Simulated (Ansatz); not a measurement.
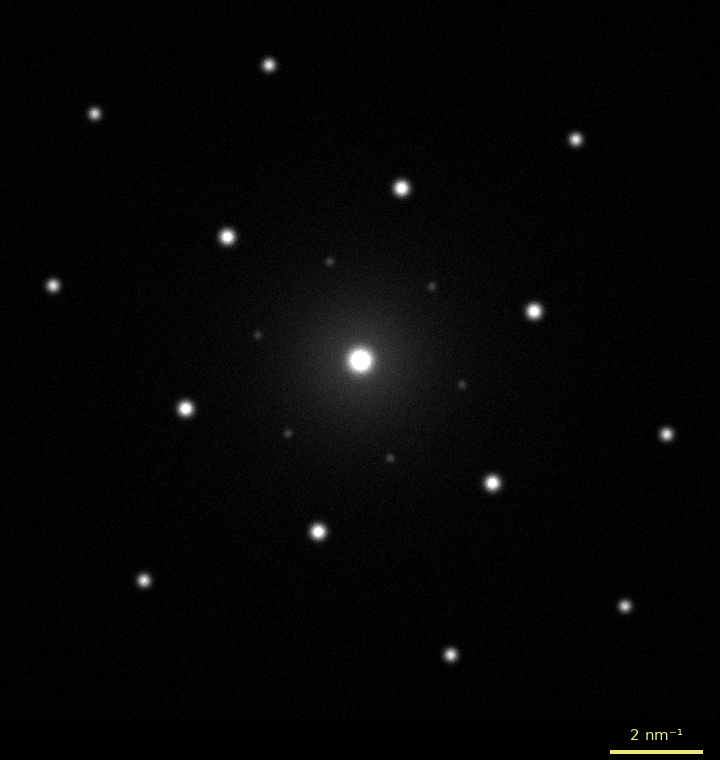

The pattern is a kinematic simulation for 300 kV electrons (no multiple scattering; isotropic B = 0.5 Å²).

It belongs to Cd2Sn, space group Cmmm (No. 65), a = 5.176 Å, b = 8.696 Å, c = 3.406 Å. Structure: the end point of a relaxation with DFT PBE, scalar-relativistic, plane waves, PAW (Ansatz); the starting structure was generated, so it need not be a known form of this composition.

```
atom  site  symmetry       x       y       z
  Cd    4i       m2m  0.5000  0.3325  0.0000
  Sn    2c       mmm  0.5000  0.0000  0.5000
```

### Measure the pattern against the scale bar and name the zone.

The spots form a centred rectangular net with both shortest vectors at d = 4.45 Å, 61.5° apart. They index as 1 -1 0 (weak) and 1 1 0 (weak), so the zone axis is [001].
